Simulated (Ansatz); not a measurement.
# linear Ta chain under tension and compression, part 2 of 3

Does stretching change the magnetism or the channel count of the linear Ta chain?

Ansatz 0.2.0; DFT PBE, plane waves, PAW; relaxation of a chain's period (the session's first sound run).

So far, absolute moment (μB): step 2 (the relaxed wire) 1.14.

## Step 3: At a set period, period over the relaxed period 0.88, k-mesh 1×1×38

This step: DFT PBE, plane waves, PAW; channels and complex bands of a perfect chain (Ansatz 0.2.0).

The period is set to 0.88 times the relaxed one: shorter bonds widen the bands.

The cell differs from the one that the last finished run ended in (c 2.424 → 2.133 Å).

input.yaml reads:

```yaml
crystal:
  lattice:
    - [7.5, 0.0, 0.0]
    - [0.0, 7.5, 0.0]
    - [0.0, 0.0, 2.1327913933]
  atoms:
    - { symbol: Ta, position: [0.5, 0.5, 0.0], spin: 0.49 }
magnetization:
  spin_polarized: true
kpoints:
  mp_grid: { grid: [1, 1, 38] }
scf:
  occupations: { method: fermi_dirac, width: 0.05 }
hamiltonian:
  xc: pbe
output:
  transmission:
    e_range: [-2, 2]
    de: 0.035
    kmesh: [1, 1]
    reduced_basis: true
    leads: [[0, 0]]
  stress: true
```

Launch:

```
$ ansatz run input.yaml --threads 4 --pin off --max-ram 8192MiB --backend cpu --events-out ev --progress --plain --runs-dir out
```

Numbers of over 12 decimals in the logs are rounded to 6 here.

Log:

```text
[...]
Crystal: 1 atoms, lattice volume = 119.970 Å³
Basis set: ecut = 420 eV, 2351 PW (Γ)
Bands: 11, of which v1, the nominal top of the filled ones, is band 7 counted from 1 (6 counted from 0)
Symmetry: 16 space group operations
[...]
k-points: 20 of 38
[...]
Starting moments: Σ|m| = 0.49 μB on 1 of 1 site
[...]
SCF iter   1: F=—  HF=-9924.923371 eV  |F-HF|=—  |Δ(HF+E_count)|=         —  Δρ=1.89e-2 (↑1.47e-2 ↓1.89e-2)  dr2=2.27e0  dr2_m=1.84e-2  M=0.184 μB ∫|m|=0.184 μB  β_m=0.30  ethr=3.10e-3  ⟨swp⟩=6.7  Hψ=2967  notcnv=0
[...]
SCF iter  11: F=-9926.426646 eV  HF=-9926.426646 eV  |F-HF|=1.46e-11  |Δ(HF+E_count)|=  6.68e-10  Δρ=1.00e-7 (↑3.84e-8 ↓1.00e-7)  dr2=2.16e-11  dr2_m=3.45e-12  M=0.000 μB ∫|m|=0.000 μB  ethr=3.89e-12  ⟨swp⟩=3.1  Hψ=1660  notcnv=0
SCF 1 converged in 11 iterations: F = -9926.426646 eV  dr2 = 2.16e-11
[...]
the search or the solves at the SCF's close seem to have found levels that the self-consistency loop had missed (the run counts 1). By its estimate they hold under 1e-12 electrons; where the run keeps them, the occupations were computed again with them
WARN: the starting moments were not kept: the SCF closed with an absolute magnetisation of 1.2e-6 μB, where they sum to 0.49 μB in size (1 site). That is at most 0.1 of that sum. Measured as dr2_m measures the in/out step, that magnetisation stands 7.9e-13 eV from none, at or under the dr2_threshold of 1.0e-7 eV: it is no larger than a step whose dr2_m would equal this threshold. The system may hold no moment; this S [...]
transmission: 6 of 36 steps passed
transmission: 9 of 36 steps passed
[...]
transmission: 36 of 36 steps passed
SCF converged after 11 iterations
Magnetization: 0.0000 μB (6.5000 up, 6.5000 down)
Absolute magnetization: 0.0000 μB (∫|ρ↑−ρ↓|, with the PAW one-centre terms)
[...]
Per-site moments (μB) at R_I (Å): [(5.711232228697758e-7, 0.879776)]
Free energy (F): -9926.426646 eV
[...]
Internal energy: -9926.412100 eV  (E = F + TS)
E sigma→0 (E₀):  -9926.419373 eV
Entropy (-TS):   -0.014546 eV (-14.546 meV/atom)
Fermi energy:    -0.643461 eV
[...]
--- Stress (GPa, compression-positive) ---
       -0.318636       0.000000       0.000000
        0.000000      -0.318636       0.000000
        0.000000       0.000000      18.474846
  P = ⅓ Tr σ = 5.9459 GPa (59.459 kbar)
--- Band table (eV; the first three rows and the last of 40) ---
  k-point 0 ↑: bands = [... 3 lower, -31.1299, -4.7671, -3.2093, -1.2138, -1.1646, 1.1412, 1.1412, 3.1179]
  k-point 1 ↑: bands = [... 3 lower, -31.1991, -4.6512, -3.1822, -1.1952, -1.1462, 1.1444, 1.1444, 3.1406]
  k-point 2 ↑: bands = [... 3 lower, -31.4020, -4.3128, -3.0967, -1.1397, -1.0911, 1.1506, 1.1506, 3.2087]
  k-point 19 ↓: bands = [... 3 lower, -34.0855, -4.2096, -4.2096, 2.7066, 2.7124, 3.0504, 5.8912, 9.4389]
--- Transmission ---
  basis      : 497 plane waves across, 3 finite elements along
  points     : 1, standing for a mesh of 1 x 1
  filling    : by the input's occupations and mesh, since the crystals that have channels conduct as metals do. If one of these is a semiconductor, that mesh has misplaced its level
  energies   : 115 from -2.000000 to 1.990000 eV about the Fermi level, 0.035000 eV apart; the leads are filled to 0.000000 eV, and channels, transmission and decay are at -0.005000 eV
  crystal 0  : Ta1, at the sites [0, 0], period 2.1328 Å: whole cells are its period
    offset         : up to 0.0000 Å between an atom of the period and one for which it stands
    filled         : 9.1 meV under the level at which it is neutral
    channels       : 6.000000e0 up, 6.000000e0 down
    conductance    : 8.2646e14 S/m² at 300 K; may be off by some 0.0 % by where its bands' edges are placed, 0.0 % from the distance to neutral
```

Elapsed: 26 s, on 4 threads of Arm Neoverse V2, shared host; peak memory 0.47 GiB.

Numbers from this step:

- energy at zero smearing: -9926.4194 eV
- channels at the energy nearest the Fermi level, spin up: 6
- channels at the energy nearest the Fermi level, spin down: 6
- conductance of the lead as this run defines it: 6.000 G₀
- band gap: 0 eV

The open channels of the lead by energy, zero at the Fermi level:

```csv
energy (eV),spin up,spin down
-2.000,4,4
-1.790,4,4
-1.615,4,4
-1.405,4,4
-1.195,4,4
-0.985,4,4
-0.810,4,4
-0.600,4,4
-0.390,6,6
-0.215,6,6
-0.005,6,6
0.205,6,6
0.415,6,6
0.590,6,6
0.800,6,6
1.010,6,6
1.185,6,6
1.395,6,6
1.605,6,6
1.815,4,4
```

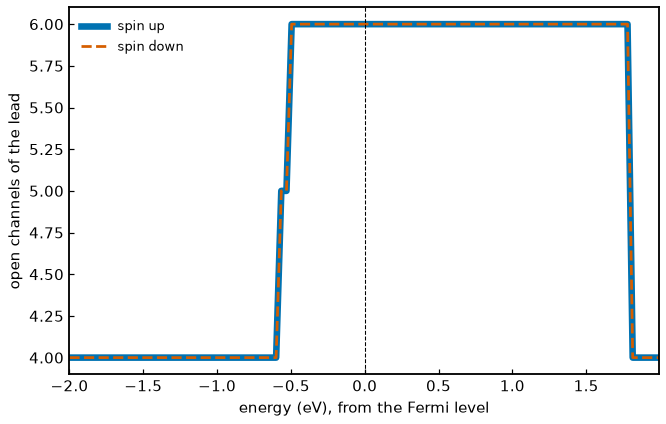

Open channels of the lead against energy.

At the computed energy nearest the Fermi level there are 6 spin-up and 6 spin-down channels, and the thermal average gives 6.00 G₀.

## Step 4: At a set period, period over the relaxed period 0.92, k-mesh 1×1×36

The period is set to 0.92 times the relaxed one: shorter bonds widen the bands.

The cell differs from the one that the last finished run ended in (c 2.133 → 2.230 Å).

Edit input.yaml of step 3 so:

```diff
@@ -4,3 +4,3 @@
     - [0.0, 7.5, 0.0]
-    - [0.0, 0.0, 2.1327913933]
+    - [0.0, 0.0, 2.2297364566]
   atoms:
@@ -10,3 +10,3 @@
 kpoints:
-  mp_grid: { grid: [1, 1, 38] }
+  mp_grid: { grid: [1, 1, 36] }
 scf:
```

Log:

```text
[...]
Crystal: 1 atoms, lattice volume = 125.423 Å³
Basis set: ecut = 420 eV, 2463 PW (Γ)
Bands: 11, of which v1, the nominal top of the filled ones, is band 7 counted from 1 (6 counted from 0)
Symmetry: 16 space group operations
[...]
k-points: 19 of 36
[...]
Starting moments: Σ|m| = 0.49 μB on 1 of 1 site
[...]
--- Transmission ---
  basis      : 497 plane waves across, 3 finite elements along
  points     : 1, standing for a mesh of 1 x 1
[...]
crystal 0  : Ta1, at the sites [0, 0], period 2.2297 Å: whole cells are its period
[...]
filled         : 20.1 meV under the level at which it is neutral
    channels       : 6.000000e0 up, 6.000000e0 down
[...]
[key lines of the parts left out:]
SCF converged after 11 iterations
Magnetization: 0.0000 μB (6.5000 up, 6.5000 down)
Free energy (F): -9926.880466 eV
Fermi energy:    -0.740451 eV
P = ⅓ Tr σ = 2.9810 GPa (29.810 kbar)
```

Wall time 24 s (4 threads); peak memory 0.46 GiB; 73 s of CPU time.

At the computed energy nearest the Fermi level there are 6 spin-up and 6 spin-down channels, and the thermal average gives 6.00 G₀.

## Step 5: At a set period, period over the relaxed period 0.96, k-mesh 1×1×35

The period is set to 0.96 times the relaxed one: shorter bonds widen the bands.

The cell differs from the one that the last finished run ended in (c 2.230 → 2.327 Å).

Edit input.yaml of step 4 so:

```diff
@@ -4,3 +4,3 @@
     - [0.0, 7.5, 0.0]
-    - [0.0, 0.0, 2.2297364566]
+    - [0.0, 0.0, 2.32668152]
   atoms:
@@ -10,3 +10,3 @@
 kpoints:
-  mp_grid: { grid: [1, 1, 36] }
+  mp_grid: { grid: [1, 1, 35] }
 scf:
```

Log:

```text
[...]
Crystal: 1 atoms, lattice volume = 130.876 Å³
Basis set: ecut = 420 eV, 2527 PW (Γ)
Bands: 11, of which v1, the nominal top of the filled ones, is band 7 counted from 1 (6 counted from 0)
Symmetry: 16 space group operations
[...]
k-points: 18 of 35
[...]
Starting moments: Σ|m| = 0.49 μB on 1 of 1 site
[...]
--- Transmission ---
  basis      : 497 plane waves across, 3 finite elements along
  points     : 1, standing for a mesh of 1 x 1
[...]
crystal 0  : Ta1, at the sites [0, 0], period 2.3267 Å: whole cells are its period
[...]
filled         : 7.8 meV over the level at which it is neutral
    channels       : 6.000000e0 up, 6.000000e0 down
[...]
[key lines of the parts left out:]
SCF converged after 14 iterations
Magnetization: 0.0000 μB (6.5000 up, 6.5000 down)
Free energy (F): -9927.092788 eV
Fermi energy:    -0.830812 eV
P = ⅓ Tr σ = 0.8541 GPa (8.541 kbar)
```

Run time: 23 s. Hardware: 4 threads; peak memory 0.45 GiB.

At the computed energy nearest the Fermi level there are 6 spin-up and 6 spin-down channels, and the thermal average gives 6.00 G₀.

## Step 6: The chain at a fixed length, period over the relaxed period 1, k-mesh 1×1×34

The period is set to 1.0 times the relaxed one, as the point of reference.

Edit input.yaml of step 5 so:

```diff
@@ -4,3 +4,3 @@
     - [0.0, 7.5, 0.0]
-    - [0.0, 0.0, 2.32668152]
+    - [0.0, 0.0, 2.4236265833]
   atoms:
@@ -10,3 +10,3 @@
 kpoints:
-  mp_grid: { grid: [1, 1, 35] }
+  mp_grid: { grid: [1, 1, 34] }
 scf:
```

Log:

```text
[...]
Crystal: 1 atoms, lattice volume = 136.329 Å³
Basis set: ecut = 420 eV, 2633 PW (Γ)
Bands: 11, of which v1, the nominal top of the filled ones, is band 7 counted from 1 (6 counted from 0)
Symmetry: 16 space group operations
[...]
k-points: 18 of 34
[...]
Starting moments: Σ|m| = 0.49 μB on 1 of 1 site
[...]
--- Transmission ---
  basis      : 497 plane waves across, 3 finite elements along
  points     : 1, standing for a mesh of 1 x 1
[...]
crystal 0  : Ta1, at the sites [0, 0], period 2.4236 Å: whole cells are its period
[...]
filled         : 15.8 meV under the level at which it is neutral
    channels       : 6.000000e0 up, 4.000000e0 down
[...]
[key lines of the parts left out:]
SCF converged after 13 iterations
Magnetization: 0.9113 μB (6.9556 up, 6.0444 down)
Free energy (F): -9927.136801 eV
Fermi energy:    -0.841107 eV
P = ⅓ Tr σ = -0.2851 GPa (-2.851 kbar)
```

Wall time 22 s (4 threads); peak memory 0.45 GiB.

Open channels of the lead against energy, zero at the Fermi level:

```csv
energy (eV),spin up,spin down
-2.0000,3,3
-1.7550,4,3
-1.5100,4,3
-1.2650,4,4
-0.9850,4,4
-0.7400,4,4
-0.4950,6,4
-0.2500,6,4
-0.0050,6,4
0.2400,6,6
0.4850,6,6
0.7650,6,6
1.0100,6,6
1.2550,6,6
1.5000,4,6
1.7450,1,6
```

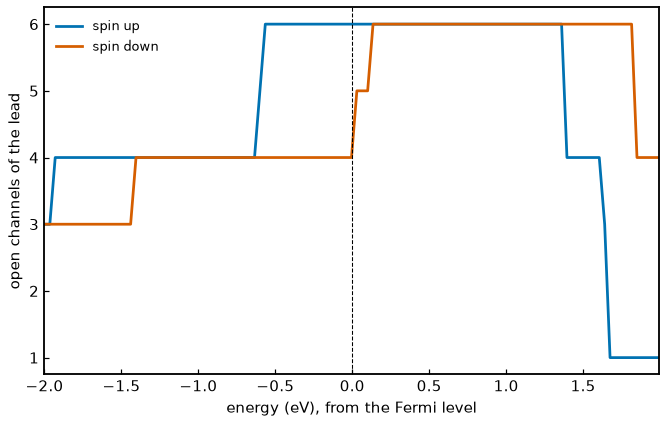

Open channels of the lead, plotted against energy.

At the computed energy nearest the Fermi level there are 6 spin-up and 4 spin-down channels, and the thermal average gives 5.17 G₀.

## Step 7: At a set period, period over the relaxed period 1.04, k-mesh 1×1×32

The period is set to 1.04 times the relaxed one: longer bonds narrow the bands.

The cell differs from the one that the last finished run ended in (c 2.424 → 2.521 Å).

Edit input.yaml of step 6 so:

```diff
@@ -4,3 +4,3 @@
     - [0.0, 7.5, 0.0]
-    - [0.0, 0.0, 2.4236265833]
+    - [0.0, 0.0, 2.5205716466]
   atoms:
@@ -10,3 +10,3 @@
 kpoints:
-  mp_grid: { grid: [1, 1, 34] }
+  mp_grid: { grid: [1, 1, 32] }
 scf:
```

Log:

```text
[...]
Crystal: 1 atoms, lattice volume = 141.782 Å³
Basis set: ecut = 420 eV, 2769 PW (Γ)
Bands: 11, of which v1, the nominal top of the filled ones, is band 7 counted from 1 (6 counted from 0)
Symmetry: 16 space group operations
[...]
k-points: 17 of 32
[...]
Starting moments: Σ|m| = 0.49 μB on 1 of 1 site
[...]
--- Transmission ---
  basis      : 497 plane waves across, 4 finite elements along
  points     : 1, standing for a mesh of 1 x 1
[...]
crystal 0  : Ta1, at the sites [0, 0], period 2.5206 Å: whole cells are its period
[...]
filled         : 26.3 meV over the level at which it is neutral
    channels       : 6.000000e0 up, 4.000000e0 down
[...]
[key lines of the parts left out:]
SCF converged after 11 iterations
Magnetization: 1.1355 μB (7.0677 up, 5.9323 down)
Free energy (F): -9927.080238 eV
Fermi energy:    -0.926574 eV
P = ⅓ Tr σ = -1.2173 GPa (-12.173 kbar)
```

Elapsed: 29 s, on 4 threads; peak memory 0.51 GiB; 94 s of CPU time.

At the computed energy nearest the Fermi level there are 6 spin-up and 4 spin-down channels, and the thermal average gives 5.00 G₀. The change of length costs 0.056 eV a cell and leaves an absolute moment of 1.14 μB a cell.

Between step 3 and this run (period over the relaxed period 1.04 and k-mesh 1×1×32) the value for the conductance of the lead as this run defines it moves from 6.00 G₀ to 5.00 G₀ (-17 %).

## Step 8: The chain at a fixed length, period over the relaxed period 1.08, k-mesh 1×1×31

The period is set to 1.08 times the relaxed one: longer bonds narrow the bands.

The cell differs from the one that the last finished run ended in (c 2.521 → 2.618 Å).

Edit input.yaml of step 7 so:

```diff
@@ -4,3 +4,3 @@
     - [0.0, 7.5, 0.0]
-    - [0.0, 0.0, 2.5205716466]
+    - [0.0, 0.0, 2.61751671]
   atoms:
@@ -10,3 +10,3 @@
 kpoints:
-  mp_grid: { grid: [1, 1, 32] }
+  mp_grid: { grid: [1, 1, 31] }
 scf:
```

Log:

```text
[...]
Crystal: 1 atoms, lattice volume = 147.235 Å³
Basis set: ecut = 420 eV, 2897 PW (Γ)
Bands: 11, of which v1, the nominal top of the filled ones, is band 7 counted from 1 (6 counted from 0)
Symmetry: 16 space group operations
[...]
k-points: 16 of 31
[...]
Starting moments: Σ|m| = 0.49 μB on 1 of 1 site
[...]
--- Transmission ---
  basis      : 497 plane waves across, 4 finite elements along
  points     : 1, standing for a mesh of 1 x 1
[...]
crystal 0  : Ta1, at the sites [0, 0], period 2.6175 Å: whole cells are its period
[...]
filled         : 9.4 meV over the level at which it is neutral
    channels       : 6.000000e0 up, 4.000000e0 down
[...]
[key lines of the parts left out:]
SCF converged after 10 iterations
Magnetization: 1.1974 μB (7.0987 up, 5.9013 down)
Free energy (F): -9926.937957 eV
Fermi energy:    -1.056579 eV
P = ⅓ Tr σ = -1.9102 GPa (-19.102 kbar)
```

Wall time 30 s (4 threads); peak memory 0.5 GiB.

At the computed energy nearest the Fermi level there are 6 spin-up and 4 spin-down channels, and the thermal average gives 5.00 G₀. The change of length costs 0.200 eV a cell and leaves an absolute moment of 1.20 μB a cell.

For the conductance of the lead as this run defines it, step 3 gave 6.00 G₀; this run, with period over the relaxed period 1.08 and k-mesh 1×1×31, gives 5.00 G₀ (-17 %).

## Step 9: The chain at a fixed length, period over the relaxed period 1.13, k-mesh 1×1×30

The period is set to 1.13 times the relaxed one: longer bonds narrow the bands.

The cell differs from the one that the last finished run ended in (c 2.618 → 2.739 Å).

Edit input.yaml of step 8 so:

```diff
@@ -4,3 +4,3 @@
     - [0.0, 7.5, 0.0]
-    - [0.0, 0.0, 2.61751671]
+    - [0.0, 0.0, 2.7386980391]
   atoms:
@@ -10,3 +10,3 @@
 kpoints:
-  mp_grid: { grid: [1, 1, 31] }
+  mp_grid: { grid: [1, 1, 30] }
 scf:
```

Log:

```text
[...]
Crystal: 1 atoms, lattice volume = 154.052 Å³
Basis set: ecut = 420 eV, 3073 PW (Γ)
Bands: 11, of which v1, the nominal top of the filled ones, is band 7 counted from 1 (6 counted from 0)
Symmetry: 16 space group operations
[...]
k-points: 16 of 30
[...]
Starting moments: Σ|m| = 0.49 μB on 1 of 1 site
[...]
--- Transmission ---
  basis      : 497 plane waves across, 4 finite elements along
  points     : 1, standing for a mesh of 1 x 1
[...]
crystal 0  : Ta1, at the sites [0, 0], period 2.7387 Å: whole cells are its period
[...]
filled         : 0.7 meV under the level at which it is neutral
    channels       : 6.000000e0 up, 4.000000e0 down
[...]
[key lines of the parts left out:]
SCF converged after 10 iterations
Magnetization: 1.4032 μB (7.2016 up, 5.7984 down)
Free energy (F): -9926.688035 eV
Fermi energy:    -1.196974 eV
P = ⅓ Tr σ = -2.3482 GPa (-23.482 kbar)
```

It took 29 s on 4 threads; peak memory 0.49 GiB.

At the computed energy nearest the Fermi level there are 6 spin-up and 4 spin-down channels, and the thermal average gives 5.00 G₀. The change of length costs 0.452 eV a cell and leaves an absolute moment of 1.40 μB a cell.

Between step 3 and this run (period over the relaxed period 1.13 and k-mesh 1×1×30) the value for the conductance of the lead as this run defines it moves from 6.00 G₀ to 5.00 G₀ (-17 %).

## Step 10: The chain at a fixed length, period over the relaxed period 1.2, k-mesh 1×1×28

The period is set to 1.2 times the relaxed one: longer bonds narrow the bands.

The cell differs from the one that the last finished run ended in (c 2.739 → 2.908 Å).

Edit input.yaml of step 9 so:

```diff
@@ -4,3 +4,3 @@
     - [0.0, 7.5, 0.0]
-    - [0.0, 0.0, 2.7386980391]
+    - [0.0, 0.0, 2.9083519]
   atoms:
@@ -10,3 +10,3 @@
 kpoints:
-  mp_grid: { grid: [1, 1, 30] }
+  mp_grid: { grid: [1, 1, 28] }
 scf:
```

Log:

```text
[...]
Crystal: 1 atoms, lattice volume = 163.595 Å³
Basis set: ecut = 420 eV, 3225 PW (Γ)
Bands: 11, of which v1, the nominal top of the filled ones, is band 7 counted from 1 (6 counted from 0)
Symmetry: 16 space group operations
[...]
k-points: 15 of 28
[...]
Starting moments: Σ|m| = 0.49 μB on 1 of 1 site
[...]
--- Transmission ---
  basis      : 497 plane waves across, 4 finite elements along
  points     : 1, standing for a mesh of 1 x 1
[...]
crystal 0  : Ta1, at the sites [0, 0], period 2.9084 Å: whole cells are its period
[...]
filled         : 3.7 meV under the level at which it is neutral
    channels       : 5.000000e0 up, 3.000000e0 down
[...]
[key lines of the parts left out:]
SCF converged after 14 iterations
Magnetization: 2.3902 μB (7.6951 up, 5.3049 down)
Free energy (F): -9926.320804 eV
Fermi energy:    -1.279160 eV
P = ⅓ Tr σ = -1.8618 GPa (-18.618 kbar)
```

Wall time 20 s (4 threads); peak memory 0.42 GiB; 60 s of CPU time.

At the computed energy nearest the Fermi level there are 5 spin-up and 3 spin-down channels, and the thermal average gives 4.02 G₀. The change of length costs 0.820 eV a cell and leaves an absolute moment of 2.39 μB a cell.

Between step 3 and this run (period over the relaxed period 1.2 and k-mesh 1×1×28) the value for the conductance of the lead as this run defines it moves from 6.00 G₀ to 4.02 G₀ (-33 %).

## Step 11: The chain at a fixed length, period over the relaxed period 1.3, k-mesh 1×1×26

The period is set to 1.3 times the relaxed one: longer bonds narrow the bands.

The cell differs from the one that the last finished run ended in (c 2.908 → 3.151 Å).

Edit input.yaml of step 10 so:

```diff
@@ -4,3 +4,3 @@
     - [0.0, 7.5, 0.0]
-    - [0.0, 0.0, 2.9083519]
+    - [0.0, 0.0, 3.1507145583]
   atoms:
@@ -10,3 +10,3 @@
 kpoints:
-  mp_grid: { grid: [1, 1, 28] }
+  mp_grid: { grid: [1, 1, 26] }
 scf:
```

Log:

```text
[...]
Crystal: 1 atoms, lattice volume = 177.228 Å³
Basis set: ecut = 420 eV, 3499 PW (Γ)
Bands: 11, of which v1, the nominal top of the filled ones, is band 7 counted from 1 (6 counted from 0)
Symmetry: 16 space group operations
[...]
k-points: 14 of 26
[...]
Starting moments: Σ|m| = 0.49 μB on 1 of 1 site
[...]
--- Transmission ---
  basis      : 497 plane waves across, 4 finite elements along
  points     : 1, standing for a mesh of 1 x 1
[...]
crystal 0  : Ta1, at the sites [0, 0], period 3.1507 Å: whole cells are its period
[...]
filled         : 9.4 meV under the level at which it is neutral
    channels       : 5.000000e0 up, 1.000000e0 down
[...]
[key lines of the parts left out:]
SCF converged after 13 iterations
Magnetization: 3.6928 μB (8.3464 up, 4.6536 down)
Free energy (F): -9925.999059 eV
Fermi energy:    -1.382317 eV
P = ⅓ Tr σ = -1.3701 GPa (-13.701 kbar)
```

It took 19 s on 4 threads; peak memory 0.42 GiB.

At the computed energy nearest the Fermi level there are 5 spin-up and 1 spin-down channels, and the thermal average gives 3.00 G₀. The change of length costs 1.142 eV a cell and leaves an absolute moment of 3.69 μB a cell.

For the conductance of the lead as this run defines it, step 3 gave 6.00 G₀; this run, with period over the relaxed period 1.3 and k-mesh 1×1×26, gives 3.00 G₀ (-50 %).

[end of part 2 of 3]

[Logs are printed without paths, hosts, clocks, repeated set-up lines and the standing remarks that a program may print on its own settings, such as how far it seeks lower states.]

[Hosts, paths, dates, database ids (printed as entryN), source tags and the programs' standing remarks are cut or masked in the printed files.]
